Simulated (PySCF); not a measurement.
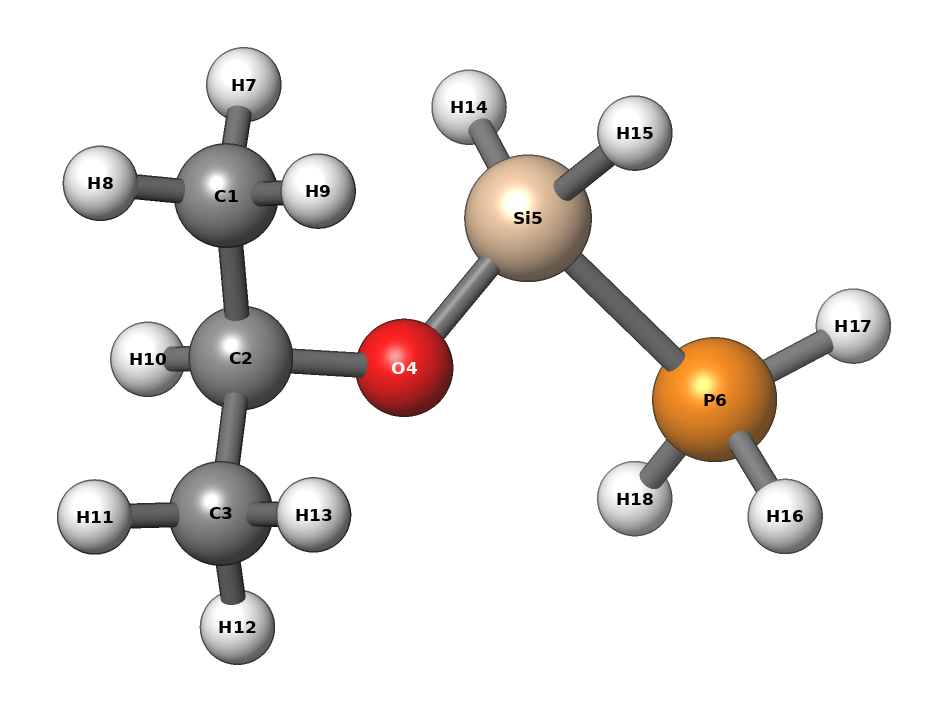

The species has charge +1 and is a spin singlet. Computed geometry: PBE0-D3(BJ)/def2-SVP optimisation. No frequency run is at hand to confirm it as a minimum. Method: delta-SCF UKS SCAN, pcX-2 on the ionised atom, pcseg-1 elsewhere, spin-free X2C (PySCF 2.14.0).

Give the core-electron binding energies (to vacuum; p and d levels without spin–orbit splitting) of C1 1s, C2 1s, O4 1s, Si5 1s, Si5 2p, P6 1s, P6 2p.

```tsv
atom	level	binding energy (eV)
C1	1s	294.3
C2	1s	296.1
O4	1s	542.2
Si5	1s	1852.5
Si5	2p	112.7
P6	1s	2157.0
P6	2p	143.7
```
